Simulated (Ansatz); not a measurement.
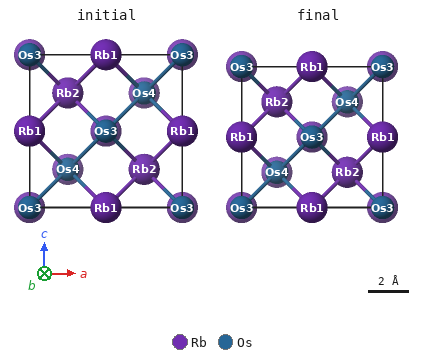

The structure of solid RbOs (built on the NaTl (B32)_227 type) (coarse preliminary run) before (left) and after (right) a relaxation, at one scale.

The picture is a ball-and-stick view of the conventional cell (4 times the calculation's cell), seen along the b axis. Lengths and directions refer to the drawn axes.

Case: NaTl (B32) type (Fd-3m, No. 227).

Computed with Ansatz, DFT PBE, scalar-relativistic, plane waves, PAW. Settings: plane-wave cutoff 420 eV; k-point mesh 4 × 4 × 4; occupations gaussian; smearing width 0.1 eV; no spin polarisation; cell and atoms relaxed; force threshold 0.04 eV/Å; at most 70 steps.

**Summarise the run.**

Over 4 accepted moves (5 points after the start) the energy falls by 191 meV per atom. All forces vanish by symmetry, so only the cell relaxes. Pressure: −7.59 GPa at the start and −0.01 GPa at the end. At 1 point the geometry stayed and the basis and grid were re-selected for the new cell (energy shift of 0.8 meV per atom at most each time). The atoms keep their places relative to the cell (all moves are under 0.005 Å). The drawn cell changes as follows: a = b = c 7.761 → 7.159 Å (−7.7 %); the volume changes by −21.5 %. Some distances before and after: Rb1–Os3 3.880 → 3.580 Å, Rb1–Os4 3.361 → 3.100 Å, Os3–Os4 3.361 → 3.100 Å, Rb1–Rb2 3.361 → 3.100 Å. The space group stays Fd-3m (No. 227).
